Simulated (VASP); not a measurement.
Band structure of Ga₄AsSb₃ (ordered alloy cell). Computed with PBE GGA, VASP's PBE PAW potentials (set 64) (plane waves; VASP).

Unless said otherwise, spin-orbit coupling is left out, though it shifts the bands of the heavy elements here.

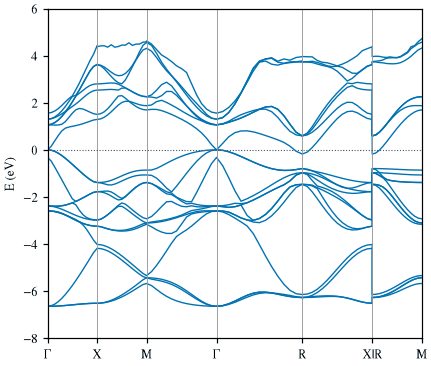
*Bands along high-symmetry lines, zero at the valence-band maximum or, without a gap, the Fermi level*

Task: Read the plot: is there a gap, and where are the band edges?

Result: It has no gap at this level: it comes out as a metal or semimetal. (Edges off the drawn lines would not show.)

The structure was generated: Ga4AsSb3 was put into an ordered model structure (P-43m), which need not be its known phase. It was relaxed first, which changed the volume by +5 %.
